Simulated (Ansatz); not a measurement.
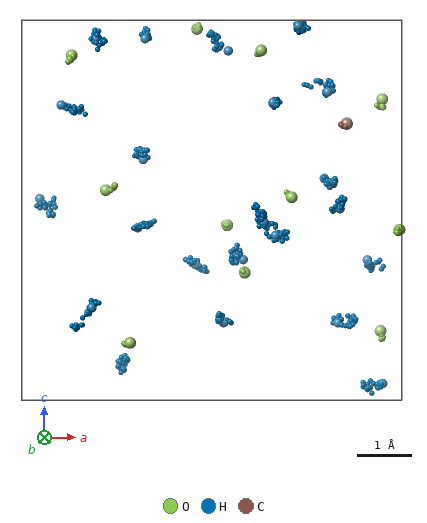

Molecular dynamics of a periodic cell with 10 H2O + 1 H2CO at 0.967 g/cm³, 100 fs long. It starts from the last geometry of an earlier run, with fresh velocities. Dots mark each atom's position at evenly spaced times, in the colour of its element; spheres stand at the starting positions. Seen along the b axis in the simulation cell.

Method: DFT PBE, scalar-relativistic, plane waves, PAW (Ansatz 0.2.0). Run with plane-wave cutoff 420 eV; k-point mesh 1 × 1 × 1; Fermi-Dirac smearing 0.05 eV; Langevin thermostat (NVT); set temperature 400 K; time step 0.5 fs; friction 0.5 per fs.

Input file:
```yaml
crystal:
  lattice:
    - [7.120367, 0.0, 0.0]
    - [0.0, 7.120367, 0.0]
    - [0.0, 0.0, 7.120367]
  atoms:
    - { symbol: O, position: [0.46164252, 0.54018708, 0.97690074] }
    - { symbol: H, position: [0.54388402, 0.43433243, 0.91924858] }
    - { symbol: H, position: [0.32488857, 0.47902904, 0.95147226] }
    - { symbol: O, position: [0.71077084, 0.23461903, 0.53375697] }
    - { symbol: H, position: [0.66823588, 0.32054555, 0.43363981] }
    - { symbol: H, position: [0.83794863, 0.1890254, 0.50412897] }
    - { symbol: O, position: [0.13178275, 0.31823373, 0.90765638] }
    - { symbol: H, position: [0.10402537, 0.29120955, 0.7768971] }
    - { symbol: H, position: [0.19330008, 0.19457325, 0.9493885] }
    - { symbol: O, position: [0.54132424, 0.90968321, 0.46044182] }
    - { symbol: H, position: [0.63818129, 1.0106462, 0.4686562] }
    - { symbol: H, position: [0.45828215, 0.95655178, 0.35675914] }
    - { symbol: O, position: [0.28578391, 1.00778657, 0.15105708] }
    - { symbol: H, position: [0.26132779, 0.88818177, 0.09976257] }
    - { symbol: H, position: [0.18483154, 1.02678277, 0.24356459] }
    - { symbol: O, position: [0.94438386, 0.72378976, 0.18257044] }
    - { symbol: H, position: [0.94996206, 0.72807501, 0.04404486] }
    - { symbol: H, position: [0.83240821, 0.6431179, 0.20382749] }
    - { symbol: O, position: [0.99440798, 1.0124217, 0.44880674] }
    - { symbol: H, position: [0.90983271, 0.93640749, 0.36928738] }
    - { symbol: H, position: [1.04806866, 0.91560243, 0.53047415] }
    - { symbol: O, position: [0.63052112, 0.18102268, 0.92066132] }
    - { symbol: H, position: [0.66130936, 0.19421536, 0.78328012] }
    - { symbol: H, position: [0.72804141, 0.10722421, 0.9850452] }
    - { symbol: O, position: [0.58740477, 0.54468049, 0.33515127] }
    - { symbol: H, position: [0.53175872, 0.5340817, 0.20415378] }
    - { symbol: H, position: [0.58311729, 0.67735254, 0.37004468] }
    - { symbol: O, position: [0.22125387, 0.51720377, 0.55279254] }
    - { symbol: H, position: [0.32013586, 0.56711273, 0.63367758] }
    - { symbol: H, position: [0.30564274, 0.48721753, 0.45409297] }
    - { symbol: O, position: [0.9489523, 0.74952418, 0.79206548] }
    - { symbol: C, position: [0.85553118, 0.62352276, 0.72773206] }
    - { symbol: H, position: [0.79633857, 0.62565519, 0.58401146] }
    - { symbol: H, position: [0.80524053, 0.49775177, 0.81101312] }
basis:
  ecutwfc: 420.0
kpoints:
  mp_grid: { grid: [1, 1, 1] }
hamiltonian:
  xc: pbe
scf:
  occupations: { method: fermi_dirac, width: 0.05 }
  lower_state_search: "off"
  max_iter: 90
md:
  timestep: 0.5
  n_steps: 200
  ensemble: nvt_langevin
  temperature: 400.0
  initial_velocities: maxwell_boltzmann
  seed: 432019
  friction: 0.5
```

Run as
```bash
ansatz run input.yaml --threads 1 --pin off --max-ram 3072MiB --backend cpu --events-out ev --progress --plain --runs-dir out
```

Question: How do the atoms move?

Answer: Root-mean-square distances from the starting positions over the second half, with the common drift of all atoms taken out: H 0.31 Å, O 0.13 Å, C 0.10 Å. The heavy atoms stay within a fraction of a molecule's size of their starting places; so short a run doesn't tell a liquid from a solid. Over the second half the temperature averages 402 K (spread ±58 K). The potential energy is still drifting at the end, so the run hasn't reached equilibrium. The potential energy in the second half lies on average 8.3 meV per atom above the first frame. The friction is so strong that the slow modes are overdamped, and the motion no longer resembles free dynamics.

Limits of the set-up: the periodic images lie only 7.1 Å apart, so the values are limited by the cell's size.

Cost: 3.6 min on 1 thread of Intel(R) Xeon(R) 6975P-C (Granite Rapids) (shared host), peak memory 0.53 GiB.
